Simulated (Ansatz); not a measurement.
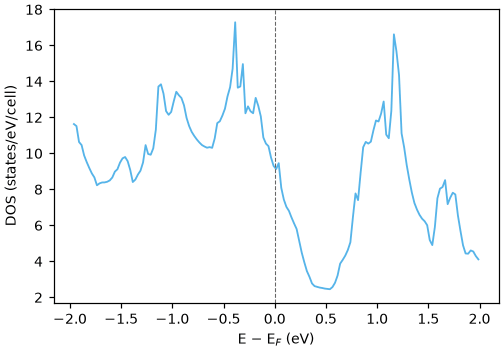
Figure. Density of states of MgIr2 (P6_3/mmc) near the Fermi level, Ansatz (a program for electronic structure) with PBEsol, rigid bands.

Q: With 12 atoms a cell, what bare Sommerfeld coefficient γ = (π²/3) k_B² N(E_F) follows?

A: N(E_F) ≈ 9.3 states/eV a cell at 300 K, so γ ≈ 1.84 mJ/(mol of atoms·K²), before electron-phonon enhancement.

Q: How far does the Fermi level move in a rigid band for 0.1 electron a cell added or removed?

A: 11 meV and -11 meV.

A metal at this level (no band gap); rigid bands, thermally averaged at 300 K, both spins. Spin-orbit coupling is left out, which matters with elements this heavy. Geometry: cell and atoms relaxed with PBEsol.

Formula and space group known from diffraction (Crystallography Open Database), not checked to be the room-temperature form: MgIr2 (P6_3/mmc).
